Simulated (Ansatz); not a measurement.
# C2H5AlBN (SMILES B[C]1=C[NH][AlH]1): r2SCAN/6-31G(d) (spherical functions)

What is the vertical singlet–triplet gap of C2H5AlBN at r2SCAN/6-31G* (spherical functions)? 

Program for the calculation: Ansatz 0.2.0.

127 further runs of the same task are left out: 127 set aside as unsound or not needed.

### 1 The structure to begin with

The species is C2H5AlBN (10 atoms), meant as a singlet with charge 0. As SMILES, `B[C]1=C[NH][AlH]1`. The coordinates come from a PBE0-D4/def2-TZVP relaxation.

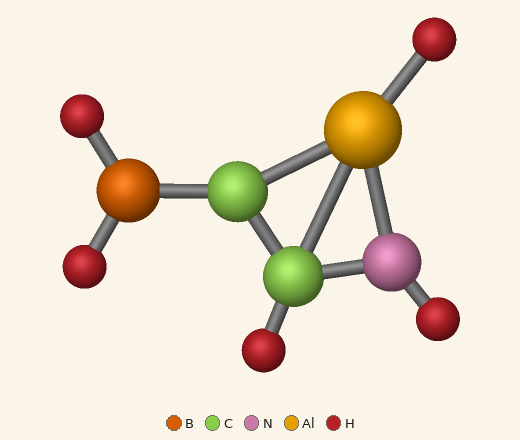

Viewed from a chosen angle; boron orange, carbon green, nitrogen pink, aluminium amber, hydrogen red.

### 2 A single-point energy at r2SCAN/6-31G(d) (spherical functions)

The input, in.yaml:

```yaml
crystal:
  periodic: [false, false, false]
  atoms:
    - {symbol: B, position_ang: [-1.253000, 0.576700, -1.418700]}
    - {symbol: C, position_ang: [-0.143800, 0.242800, -0.478800]}
    - {symbol: C, position_ang: [-0.315000, -0.471300, 0.702300]}
    - {symbol: "N", position_ang: [0.820900, -0.673500, 1.422800]}
    - {symbol: Al, position_ang: [1.688500, 0.264900, 0.080500]}
    - {symbol: H, position_ang: [-2.375700, 0.217000, -1.161700]}
    - {symbol: H, position_ang: [-1.076200, 1.195400, -2.432600]}
    - {symbol: H, position_ang: [-1.273000, -0.859200, 1.061700]}
    - {symbol: H, position_ang: [0.792000, -1.179400, 2.289700]}
    - {symbol: H, position_ang: [3.218400, 0.635500, -0.062200]}
basis:
  gaussian: {orbitals: 6-31G_st_-spherical.json}
accuracy: high
output: {orbitals: {seedname: orbitals}}
hamiltonian: {xc: r2scan}
```

The basis set 6-31G* is read from a file made from the Basis Set Exchange's data (not shown).

Launch:

```bash
$ ansatz run in.yaml --threads 1 --pin off --max-ram 3480MiB --events-out events.jsonl --progress --plain --runs-dir runs
```

Log:

```text
Warning: RAYON_NUM_THREADS=1 ignored (pool sized by the plan → 1); use --threads N
Functional definition: r2SCAN
  name "r2SCAN"
  parameter k0 = 0.174
  parameter k1 = 0.065
  parameter a1 = 4.9479
  exchange = r2scan_x(k0 = k0, k1 = k1, a1 = a1)
  correlation = r2scan_c
2027 factors; integrals over basis functions are off by at most 3.5e-9 eV
mean field evaluation 1: about -10904.1127 eV, gradient 6.2e1 eV
mean field evaluation 2: about -10862.5789 eV, gradient 1.1e2 eV
mean field evaluation 4: about -10913.5349 eV, gradient 5.8e0 eV
mean field evaluation 8: about -10913.6336 eV, gradient 1.8e-1 eV
mean field evaluation 16: about -10913.6278 eV, gradient 2.3e-5 eV
mean field -10913.62783925 eV, -401.0684255698 hartree, gradient 5.5e-8 eV, S^2 0.000000; 0 other end points of the search recorded, 0 dependent functions left out
reference -10913.62784021 eV, -401.0684256052 hartree; 21, 21 occupied and 63, 63 virtual orbitals, 2027 factors
Total energy: -10913.62784021 eV, -401.0684256052 hartree
```

Run time: 16 s. Hardware: 1 thread of Arm Neoverse V1, shared host; peak memory 0.3 GiB.

### 3 The triplet, same level

The input, run.yaml:

```yaml
crystal:
  periodic: [false, false, false]
  atoms:
    - {symbol: B, position_ang: [-1.253000, 0.576700, -1.418700]}
    - {symbol: C, position_ang: [-0.143800, 0.242800, -0.478800]}
    - {symbol: C, position_ang: [-0.315000, -0.471300, 0.702300]}
    - {symbol: N, position_ang: [0.820900, -0.673500, 1.422800]}
    - {symbol: Al, position_ang: [1.688500, 0.264900, 0.080500]}
    - {symbol: H, position_ang: [-2.375700, 0.217000, -1.161700]}
    - {symbol: H, position_ang: [-1.076200, 1.195400, -2.432600]}
    - {symbol: H, position_ang: [-1.273000, -0.859200, 1.061700]}
    - {symbol: H, position_ang: [0.792000, -1.179400, 2.289700]}
    - {symbol: H, position_ang: [3.218400, 0.635500, -0.062200]}
basis:
  gaussian:
    orbitals: 6-31G_st_-spherical.json
magnetization:
  spin_polarized: true
  initial_magnetization: 2
hamiltonian:
  xc: r2scan
accuracy: high
output:
  orbitals: {seedname: orbitals}
```

The basis set 6-31G* is read from a file made from the Basis Set Exchange's data (not shown).

Launch:

```bash
$ ansatz run run.yaml --threads 1 --pin off --max-ram 3480MiB --events-out events.jsonl --progress --plain --runs-dir runs
```

Log, cut to the lines that bear on the results:

```text
Warning: RAYON_NUM_THREADS=1 ignored (pool sized by the plan → 1); use --threads N
[... 7 set-up lines as earlier in the session ...]
2027 factors; integrals over basis functions are off by at most 3.5e-9 eV
mean field evaluation 1: about -10902.9899 eV, gradient 3.8e1 eV
mean field evaluation 2: about -10882.9158 eV, gradient 6.8e1 eV
mean field evaluation 4: about -10910.8142 eV, gradient 6.1e0 eV
mean field evaluation 8: about -10911.0117 eV, gradient 3.5e-1 eV
mean field evaluation 16: about -10911.0050 eV, gradient 1.3e-4 eV
mean field evaluation 32: about -10910.0030 eV, gradient 6.0e0 eV
mean field -10911.00499250 eV, -400.9720377295 hartree, gradient 4.0e-8 eV, S^2 2.008345; 5 other end points of the search recorded, 0 dependent functions left out
reference -10911.00499662 eV, -400.9720378810 hartree; 22, 20 occupied and 62, 64 virtual orbitals, 2027 factors
Total energy: -10911.00499662 eV, -400.9720378810 hartree
```

It took 42 s on 1 thread of Arm Neoverse V1, shared host; peak memory 0.48 GiB.

### 4 What came out

Level: r2SCAN/6-31G* (spherical functions).

| quantity | value |
| --- | --- |
| singlet: total energy | -401.06843 Eh |
| singlet: HOMO energy | -5.27 eV |
| singlet: LUMO energy | -2.01 eV |
| singlet: HOMO–LUMO gap | 3.26 eV |
| triplet: total energy | -400.97204 Eh |
| triplet: HOMO energy (highest over α and β) | -3.00 eV |
| triplet: ⟨S²⟩ | 2.008 |
| vertical energy of the triplet above the singlet | 2.623 eV |

At this shape the triplet lies 2.62 eV (60 kcal/mol) above the singlet.
